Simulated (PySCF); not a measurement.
Vertical excitations of a molecule CH9FSi3 from TDA-ωB97X/def2-SVPD in PySCF 2.14.0, as energy in eV (oscillator strength): 6.12 (0.038), 6.68 (0.142), 7.14 (0.015), 7.55 (0.013), 7.79 (0.091), 7.90 (0.030), 7.97 (0.649), 8.28 (0.033), 8.31 (0.073), 8.61 (0.016). Lowest triplet (TDA): 5.33 eV. The structure is a stationary point at PBE0-D3(BJ)/def2-SVP. Other conformers were not sampled.

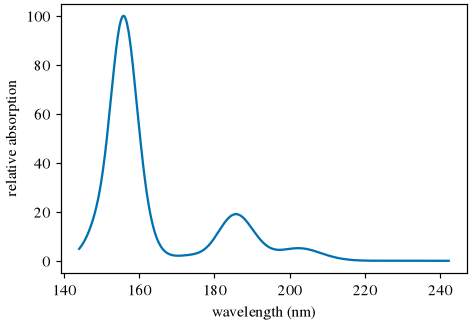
*The lines broadened by 0.4 eV.*

Task: Which structure fits?
A. C[Si](F)([SiH3])[SiH3]
B. FC([SiH3])([SiH3])[SiH3]
C. F[SiH2]C[SiH2][SiH3]
D. C[Si@H]([SiH3])[SiH2]F

Result: A, C[Si](F)([SiH3])[SiH3]
